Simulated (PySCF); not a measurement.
SMILES [Cl][Ge]([Cl])([Cl])[O][SiH2]OB(O)O (H₄BCl₃GeO₄Si) at its PBE0/def2-SVP optimised geometry (Å):

```
14

Ge     2.0769    -1.8816     0.0000
Cl     1.3682    -2.8827     1.7454
Cl     1.3718    -2.8915    -1.7328
Cl     4.2040    -1.8816     0.0000
O      1.5566    -0.2249     0.0000
Si     0.2097     0.6183     0.5068
O     -1.1034    -0.3312     0.1547
B     -2.4376    -0.1536     0.3737
O     -2.8282     1.0239     0.9566
O     -3.2718    -1.1596    -0.0060
H      0.3011     0.8550     1.9714
H      0.1934     1.8816    -0.2710
H     -3.7704     1.1316     1.1039
H     -4.2040    -1.0056     0.1598
```

Calculation: PySCF with PBE0/def2-TZVP. Cells within 0.4 Å of a nucleus heavier than hydrogen are left out (blank, or x).

Map of the electrostatic potential (hartree/e), clipped to [-0.08, 0.12] on the plane z = 1.5 Å:

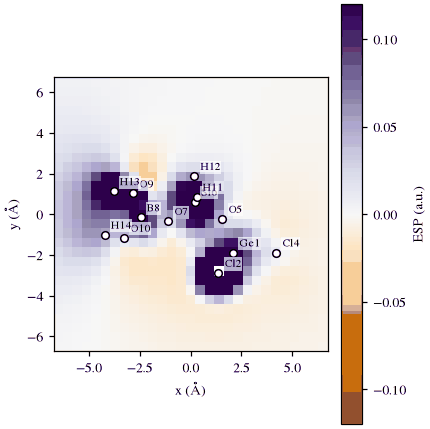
Fig. 1. Electrostatic potential (hartree/e), clipped to [-0.08, 0.12] on the plane z = 1.5 Å.
